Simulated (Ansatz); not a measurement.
# Amorphous Si2O: valence band and core levels, part 2 of 7

Wanted: XPS lines and valence band of amorphous Si2O, from a random start taken through short hot and cool dynamics.

Ansatz 0.2.0; DFT, PBEsol, plane-wave PAW, default files, scalar-relativistic.

So far: Set-up; Relaxation.

**3. Dynamics at 3200 K**

A short run with the thermostat set to 3200 K, starting from rest and too brief to equilibrate, lets the random network rearrange; the cutoff and mesh are cut down, since only a plausible structure is wanted. It starts from the last accepted geometry of the run before, which hadn't met its force target.

Contents of input.yaml:

```yaml
crystal:
  lattice:
    - [8.1669974226, 0.0, 0.0]
    - [0.0, 8.1669974226, 0.0]
    - [0.0, 0.0, 8.1669974226]
  atoms:
    - { symbol: Si, position: [0.9433369, 0.51077046, 0.85149421] }
    - { symbol: Si, position: [0.18364571, 0.62611174, 0.46807104] }
    - { symbol: Si, position: [0.8612721, 0.1591929, 0.80134763] }
    - { symbol: Si, position: [0.50690233, 0.85509712, 0.33171322] }
    - { symbol: Si, position: [0.34016908, 0.7515123, 0.92839946] }
    - { symbol: Si, position: [0.11938427, 0.70903537, 0.73894415] }
    - { symbol: Si, position: [0.48480351, 0.42783802, 0.43708805] }
    - { symbol: Si, position: [0.9258045, 0.44906271, 0.26529995] }
    - { symbol: Si, position: [0.02131995, 0.26711543, 1.01422292] }
    - { symbol: Si, position: [0.00841656, 0.96209189, 0.63502812] }
    - { symbol: Si, position: [0.77266389, 0.60301941, 0.07587036] }
    - { symbol: Si, position: [0.74691538, -0.12421162, 0.18620111] }
    - { symbol: Si, position: [0.13402404, 0.97234756, 1.01008383] }
    - { symbol: Si, position: [0.73436475, 0.46648282, 0.62123615] }
    - { symbol: Si, position: [0.65393654, 0.9081684, 0.56823417] }
    - { symbol: Si, position: [0.2241677, 0.89900567, 0.36596265] }
    - { symbol: Si, position: [0.48789375, 0.55211429, 0.12928644] }
    - { symbol: Si, position: [0.53016216, 0.16338599, 0.61262037] }
    - { symbol: Si, position: [0.59168416, 0.71909684, 0.77112967] }
    - { symbol: Si, position: [0.75655344, 0.91891446, 0.91115469] }
    - { symbol: O, position: [0.48752776, 0.64304747, 0.32268199] }
    - { symbol: O, position: [0.69577517, 0.271561, 0.7119679] }
    - { symbol: O, position: [0.45984476, 0.37414803, 0.23710293] }
    - { symbol: O, position: [0.32480334, 0.49306174, 0.53866565] }
    - { symbol: O, position: [0.10451907, 0.53563529, 0.30311678] }
    - { symbol: O, position: [0.10800052, -0.05737482, 0.20821557] }
    - { symbol: O, position: [0.8554478, -0.11447218, 0.51597384] }
    - { symbol: O, position: [0.15577781, 0.02402903, 0.5082524] }
    - { symbol: O, position: [-0.03100625, 0.87059682, 0.93495462] }
    - { symbol: O, position: [0.85495925, 0.42852456, 0.45751294] }
kpoints:
  mp_grid: { grid: [1, 1, 1] }
scf:
  occupations: { method: fermi_dirac, width: 0.1 }
  n_extra_bands: 21
hamiltonian:
  xc: pbesol
  pseudopotentials: { kind: paw }
output:
  forces: true
basis:
  ecutwfc: 320
md:
  timestep: 1.5
  n_steps: 150
  ensemble: nvt_langevin
  temperature: 3200
  seed: 0
```

Started as:

```bash
$ ansatz run input.yaml --threads 3 --pin off --max-ram 8192MiB --backend cpu --events-out ev --progress --plain --runs-dir out
```

Numbers of over 12 decimals in the logs are rounded to 6 here.

What it wrote:

```text
Warning: md: disabling space-group detection — thermal motion breaks the input geometry's symmetry, so no spatial operation reduces the k-mesh or symmetrises the density; time reversal is kept, so that k and −k are solved as one point where they differ and the mesh holds both, and exact exchange and, on two spinor components, a DFT+U term hold to it where the run has them: on two components no moment then forms, and  [...]
[...]
Crystal: 30 atoms, lattice volume = 544.737 Å³
Basis set: ecut = 320 eV, 7075 PW (Γ), exchange–correlation on 96×96×96 points (8 copies of the dense FFT grid, shifted against one another)
Bands: 91, of which v1, the nominal top of the filled ones, is band 70 counted from 1 (69 counted from 0)
Symmetry: 1 space group operations
k-points: 1
[...]
SCF iter   1: F=—  HF=-18036.192229 eV  |F-HF|=—  |Δ(HF+E_count)|=         —  Δρ=1.54e-2  dr2=1.13e0  ethr=1.77e-3  ⟨swp⟩=8.0  Hψ=491  notcnv=0  defer=1
[...]
SCF iter  12: F=-18035.923961 eV  HF=-18035.923961 eV  |F-HF|=1.23e-8  |Δ(HF+E_count)|=   8.18e-8  Δρ=1.30e-6  dr2=1.87e-8  ethr=2.14e-11  ⟨swp⟩=5.0  Hψ=336  notcnv=0
SCF 1 converged in 12 iterations: F = -18035.923961 eV  dr2 = 1.87e-8
[...]
md step     0: t =     0.00 fs  T =     0.0 K  F+E_penalty+E_count = -18035.92396134 eV  E_kin = 0.000000 eV  (12 SCF iters)
[...]
SCF iter   8: F=-18035.921540 eV  HF=-18035.921540 eV  |F-HF|=5.06e-9  |Δ(HF+E_count)|=   1.14e-8  Δρ=8.93e-7  dr2=6.18e-9  ethr=2.14e-11  ⟨swp⟩=4.0  Hψ=306  notcnv=0
SCF 2 converged in 8 iterations: F = -18035.921540 eV  dr2 = 6.18e-9
md step     1: t =     1.50 fs  T =   100.4 K  F+E_penalty+E_count = -18035.92154036 eV  E_kin = 0.389235 eV  (8 SCF iters)
[...]
SCF iter   8: F=-18035.908776 eV  HF=-18035.908776 eV  |F-HF|=2.98e-8  |Δ(HF+E_count)|=   6.02e-8  Δρ=1.75e-6  dr2=2.76e-8  ethr=2.14e-11  ⟨swp⟩=3.0  Hψ=373  notcnv=0
SCF 3 converged in 8 iterations: F = -18035.908776 eV  dr2 = 2.76e-8
md step     2: t =     3.00 fs  T =   214.1 K  F+E_penalty+E_count = -18035.90877572 eV  E_kin = 0.830079 eV  (8 SCF iters)
[... from here on, the SCF cycles and remarks between the steps are left out ...]
md step     3: t =     4.50 fs  T =   295.8 K  F+E_penalty+E_count = -18035.87487460 eV  E_kin = 1.147138 eV  (9 SCF iters)
md step     4: t =     6.00 fs  T =   347.7 K  F+E_penalty+E_count = -18035.81529445 eV  E_kin = 1.348283 eV  (9 SCF iters)
md step     5: t =     7.50 fs  T =   380.4 K  F+E_penalty+E_count = -18035.72896973 eV  E_kin = 1.475230 eV  (7 SCF iters)
md step     6: t =     9.00 fs  T =   470.2 K  F+E_penalty+E_count = -18035.61288492 eV  E_kin = 1.823388 eV  (7 SCF iters)
md step     7: t =    10.50 fs  T =   569.9 K  F+E_penalty+E_count = -18035.49638356 eV  E_kin = 2.210081 eV  (7 SCF iters)
md step     8: t =    12.00 fs  T =   610.8 K  F+E_penalty+E_count = -18035.41178747 eV  E_kin = 2.368417 eV  (7 SCF iters)
md step     9: t =    13.50 fs  T =   646.9 K  F+E_penalty+E_count = -18035.32906645 eV  E_kin = 2.508424 eV  (7 SCF iters)
md step    10: t =    15.00 fs  T =   799.7 K  F+E_penalty+E_count = -18035.22298588 eV  E_kin = 3.101106 eV  (9 SCF iters)
md step    11: t =    16.50 fs  T =   831.3 K  F+E_penalty+E_count = -18035.08612784 eV  E_kin = 3.223472 eV  (7 SCF iters)
md step    12: t =    18.00 fs  T =   828.9 K  F+E_penalty+E_count = -18034.91108373 eV  E_kin = 3.214123 eV  (7 SCF iters)
md step    13: t =    19.50 fs  T =   814.4 K  F+E_penalty+E_count = -18034.70336831 eV  E_kin = 3.157976 eV  (7 SCF iters)
md step    14: t =    21.00 fs  T =   802.3 K  F+E_penalty+E_count = -18034.49298676 eV  E_kin = 3.111027 eV  (7 SCF iters)
md step    15: t =    22.50 fs  T =   919.2 K  F+E_penalty+E_count = -18034.27910796 eV  E_kin = 3.564445 eV  (7 SCF iters)
md step    16: t =    24.00 fs  T =   923.5 K  F+E_penalty+E_count = -18034.04598784 eV  E_kin = 3.581245 eV  (8 SCF iters)
md step    17: t =    25.50 fs  T =  1038.6 K  F+E_penalty+E_count = -18033.79544379 eV  E_kin = 4.027364 eV  (7 SCF iters)
md step    18: t =    27.00 fs  T =  1053.1 K  F+E_penalty+E_count = -18033.54418016 eV  E_kin = 4.083698 eV  (8 SCF iters)
md step    19: t =    28.50 fs  T =   940.6 K  F+E_penalty+E_count = -18033.29110715 eV  E_kin = 3.647525 eV  (7 SCF iters)
md step    20: t =    30.00 fs  T =   885.0 K  F+E_penalty+E_count = -18033.08162201 eV  E_kin = 3.431892 eV  (8 SCF iters)
md step    21: t =    31.50 fs  T =   815.3 K  F+E_penalty+E_count = -18032.98108180 eV  E_kin = 3.161732 eV  (7 SCF iters)
md step    22: t =    33.00 fs  T =   807.0 K  F+E_penalty+E_count = -18032.97577939 eV  E_kin = 3.129396 eV  (6 SCF iters)
md step    23: t =    34.50 fs  T =   811.0 K  F+E_penalty+E_count = -18032.99011302 eV  E_kin = 3.144886 eV  (7 SCF iters)
md step    24: t =    36.00 fs  T =   795.6 K  F+E_penalty+E_count = -18033.00703673 eV  E_kin = 3.085328 eV  (7 SCF iters)
md step    25: t =    37.50 fs  T =   821.2 K  F+E_penalty+E_count = -18033.03224803 eV  E_kin = 3.184602 eV  (7 SCF iters)
md step    26: t =    39.00 fs  T =   822.8 K  F+E_penalty+E_count = -18033.05966727 eV  E_kin = 3.190751 eV  (7 SCF iters)
md step    27: t =    40.50 fs  T =   956.3 K  F+E_penalty+E_count = -18033.06188527 eV  E_kin = 3.708357 eV  (7 SCF iters)
md step    28: t =    42.00 fs  T =  1046.9 K  F+E_penalty+E_count = -18032.98067724 eV  E_kin = 4.059620 eV  (7 SCF iters)
md step    29: t =    43.50 fs  T =  1127.1 K  F+E_penalty+E_count = -18032.81965119 eV  E_kin = 4.370542 eV  (7 SCF iters)
md step    30: t =    45.00 fs  T =  1167.2 K  F+E_penalty+E_count = -18032.62235777 eV  E_kin = 4.526222 eV  (9 SCF iters)
md step    31: t =    46.50 fs  T =  1230.5 K  F+E_penalty+E_count = -18032.42496844 eV  E_kin = 4.771554 eV  (7 SCF iters)
md step    32: t =    48.00 fs  T =  1142.5 K  F+E_penalty+E_count = -18032.24967305 eV  E_kin = 4.430342 eV  (7 SCF iters)
md step    33: t =    49.50 fs  T =  1227.6 K  F+E_penalty+E_count = -18032.16891407 eV  E_kin = 4.760445 eV  (7 SCF iters)
md step    34: t =    51.00 fs  T =  1316.2 K  F+E_penalty+E_count = -18032.15680623 eV  E_kin = 5.104059 eV  (7 SCF iters)
md step    35: t =    52.50 fs  T =  1408.6 K  F+E_penalty+E_count = -18032.11498510 eV  E_kin = 5.462145 eV  (6 SCF iters)
md step    36: t =    54.00 fs  T =  1374.2 K  F+E_penalty+E_count = -18031.97822962 eV  E_kin = 5.329022 eV  (7 SCF iters)
md step    37: t =    55.50 fs  T =  1357.6 K  F+E_penalty+E_count = -18031.74487234 eV  E_kin = 5.264344 eV  (6 SCF iters)
md step    38: t =    57.00 fs  T =  1328.1 K  F+E_penalty+E_count = -18031.47487806 eV  E_kin = 5.150128 eV  (6 SCF iters)
md step    39: t =    58.50 fs  T =  1242.5 K  F+E_penalty+E_count = -18031.24857413 eV  E_kin = 4.818111 eV  (7 SCF iters)
[...]
md step    62: t =    93.00 fs  T =  1898.6 K  F+E_penalty+E_count = -18028.80816658 eV  E_kin = 7.362426 eV  (7 SCF iters)
md step    63: t =    94.50 fs  T =  1801.2 K  F+E_penalty+E_count = -18028.64817694 eV  E_kin = 6.984707 eV  (7 SCF iters)
md step    64: t =    96.00 fs  T =  1922.7 K  F+E_penalty+E_count = -18028.46334658 eV  E_kin = 7.455883 eV  (7 SCF iters)
md step    65: t =    97.50 fs  T =  1841.2 K  F+E_penalty+E_count = -18028.21859643 eV  E_kin = 7.139736 eV  (7 SCF iters)
md step    66: t =    99.00 fs  T =  1717.8 K  F+E_penalty+E_count = -18027.90342289 eV  E_kin = 6.661157 eV  (7 SCF iters)
md step    67: t =   100.50 fs  T =  1754.2 K  F+E_penalty+E_count = -18027.56318633 eV  E_kin = 6.802493 eV  (7 SCF iters)
md step    68: t =   102.00 fs  T =  1766.7 K  F+E_penalty+E_count = -18027.27280640 eV  E_kin = 6.851005 eV  (7 SCF iters)
md step    69: t =   103.50 fs  T =  1812.4 K  F+E_penalty+E_count = -18027.08162032 eV  E_kin = 7.028156 eV  (7 SCF iters)
md step    70: t =   105.00 fs  T =  1708.7 K  F+E_penalty+E_count = -18026.95806972 eV  E_kin = 6.625866 eV  (9 SCF iters)
md step    71: t =   106.50 fs  T =  1595.4 K  F+E_penalty+E_count = -18026.89518649 eV  E_kin = 6.186825 eV  (7 SCF iters)
md step    72: t =   108.00 fs  T =  1583.2 K  F+E_penalty+E_count = -18026.92892240 eV  E_kin = 6.139157 eV  (6 SCF iters)
md step    73: t =   109.50 fs  T =  1664.8 K  F+E_penalty+E_count = -18027.04171565 eV  E_kin = 6.455796 eV  (7 SCF iters)
SCF iter   1: F=—  HF=-18027.161142 eV  |F-HF|=—  |Δ(HF+E_count)|=         —  Δρ=6.37e-4  dr2=1.55e-3  ethr=7.48e-6  ⟨swp⟩=5.0  Hψ=293  notcnv=0  defer=2
[...]
SCF iter   7: F=-18027.160007 eV  HF=-18027.160007 eV  |F-HF|=4.78e-9  |Δ(HF+E_count)|=   1.17e-8  Δρ=1.05e-6  dr2=7.72e-9  ethr=2.14e-11  ⟨swp⟩=3.0  Hψ=332  notcnv=0
SCF 75 converged in 7 iterations: F = -18027.160007 eV  dr2 = 7.72e-9
md step    74: t =   111.00 fs  T =  1814.2 K  F+E_penalty+E_count
```

It took 2.5 min on 3 threads of Intel Xeon at 2.80GHz (Skylake/Cascade Lake), shared host; peak memory 0.46 GiB.

Reading the cycles: dr2 is the Hartree energy of the density residual (eV), the measure of convergence; HF is the Harris–Foulkes estimate of the energy, which meets the free energy F at convergence.

The trajectory, sampled:

```csv
time (fs),T (K),potential (meV/atom)
0.0,0,0.0
15.0,800,23.4
30.0,885,94.7
45.0,1167,110.1
60.0,1374,161.3
75.0,1548,190.8
90.0,1806,228.5
105.0,1709,298.9
120.0,2220,289.8
135.0,2169,324.9
150.0,2965,277.6
165.0,2259,365.3
180.0,2417,406.1
195.0,2457,426.8
210.0,2549,406.4
225.0,2985,391.2
```

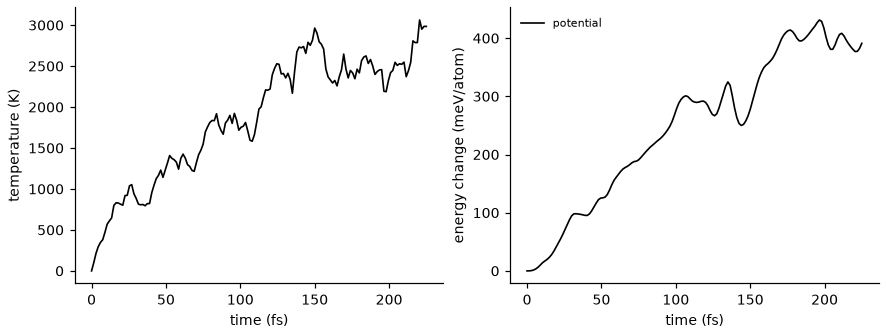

Temperature and energies against time.

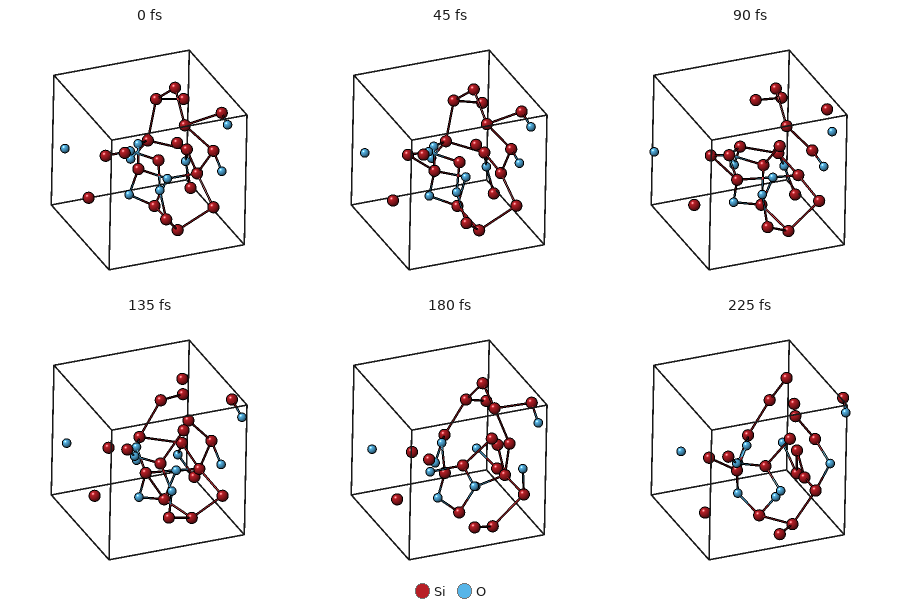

6 frames of the run. Bonds to atoms that aren't drawn are left out.

Mean square displacement at the end: Si 0.45 Å², O 0.82 Å².

Positions (Å) and forces (eV/Å) at 225.0 fs:

```xyz
30
Lattice="8.167 0.000 0.000 0.000 8.167 0.000 0.000 0.000 8.167" Properties=species:S:1:pos:R:3:forces:R:3 pbc="T T T"
Si    8.154    4.750    6.697   -0.062    1.646   -1.298
Si    1.527    5.120    3.529    1.551   -1.950   -0.949
Si    7.556    1.305    5.936   -0.703    3.253    0.028
Si    4.422    7.326    1.895    1.785    0.537    0.349
Si    2.854    6.803    7.477    1.384    0.019   -1.704
Si    1.484    6.406    5.473   -0.851    0.010    0.420
Si    4.162    3.333    2.986    0.866    1.360    0.339
Si    8.436    4.139    0.947    0.262   -0.807    0.655
Si    1.097    2.803    7.060   -0.364   -0.791    0.724
Si    0.351    8.393    4.291    3.674   -0.925   -0.368
Si    6.703    5.651    0.421    1.111   -1.119   -0.370
Si    6.768   -1.180    2.310    0.592    1.957   -1.095
Si    1.389    8.168    8.646   -0.246    0.024    0.858
Si    6.675    3.955    4.387   -0.058    0.365   -0.509
Si    5.210    7.571    4.664    0.477    1.265   -2.772
Si    2.328    7.752    2.463   -1.858    1.080    1.669
Si    4.691    4.509    0.189   -1.398   -0.272    0.380
Si    4.462    1.501    4.284    0.487   -0.128    0.942
Si    5.234    6.337    6.352   -0.512   -1.153    2.530
Si    6.629    8.596    7.768   -1.682   -1.044    0.746
O     3.673    5.931    0.575    0.195    0.160    0.743
O     6.477    2.294    4.795    0.266   -0.153    0.652
O     3.922    3.525    1.392    1.396    0.153   -1.085
O     3.256    4.294    3.911   -2.508    0.813   -0.434
O     1.550    4.568    1.921    0.498    0.785   -0.939
O    -0.151   -0.204    1.691   -0.809   -0.431    2.955
O     6.980   -0.423    3.972   -1.504   -1.895   -1.442
O     1.667    1.020    3.378   -0.721   -2.321    0.783
O     0.055    8.077    7.736    0.152   -0.311   -3.817
O     8.115    4.272    3.493   -1.420   -0.127    2.007
```

The pair distribution g(r) has structure finer than the step of the table below, so its rows give means over 0.25 Å, whole bins alone (the curve runs from 0.0357 to 5.68 Å). Peaks (Å: height): Si–Si 2.394: 2.38, 3.109: 1.41, 3.323: 1.37, 3.537: 1.48, 3.966: 1.40, 4.609: 1.59, 5.538: 1.17; Si–O 1.751: 5.57, 3.466: 1.48, 4.180: 1.50, 5.538: 1.42; O–O 2.394: 1.85, 2.751: 3.41, 2.894: 3.26, 3.823: 2.28, 4.824: 1.37, 5.109: 2.09, 5.538: 2.42.

From the last frames. Table of pair distribution g(r) by r; means over each step:

```csv
r (Å),Si–Si,Si–O,O–O
1.25,0,0,0
1.50,0,1.10,0
1.75,0,4.17,0
2.00,0.384,0.944,0.213
2.25,1.36,0.243,1.10
2.50,1.44,0.242,1.28
2.75,0.837,0.620,2.22
3.00,0.995,1.10,1.01
3.25,0.967,0.993,0.460
3.50,1.15,1.22,0.303
3.75,0.783,1.20,1.56
4.00,0.901,1.15,0.739
4.25,1.06,1.07,0.696
4.50,1.38,0.914,1.01
4.75,1.07,0.797,1.06
5.00,0.909,0.891,1.02
5.25,0.900,0.849,0.771
5.50,0.844,1.27,1.25
```

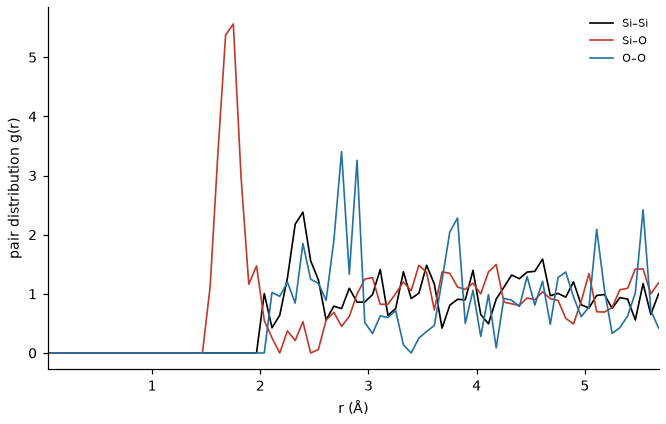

Pair distribution g(r), plotted against r.

Beyond half the shortest lattice vector, 4.1 Å, g(r) counts periodic images.

This step gave:

- free energy: -18024.1869 eV
- energy at zero smearing: -18024.0379 eV
- smearing term TS: 0.2980 eV
- Fermi energy: 4.958 eV
- gap by band count: 0.1884 eV
- symmetry operations: 1

[end of part 2 of 7]

[Logs are printed without paths, hosts, clocks, repeated set-up lines and the standing remarks that a program may print on its own settings, such as how far it seeks lower states.]

[Hosts, paths, dates, database ids (printed as entryN), source tags and the programs' standing remarks are cut or masked in the printed files.]

[Maps of the electrostatic potential energy from Ansatz leave out the sawtooth potential of an applied field or a dipole correction, so their vacuum need not be flat; work functions include it.]
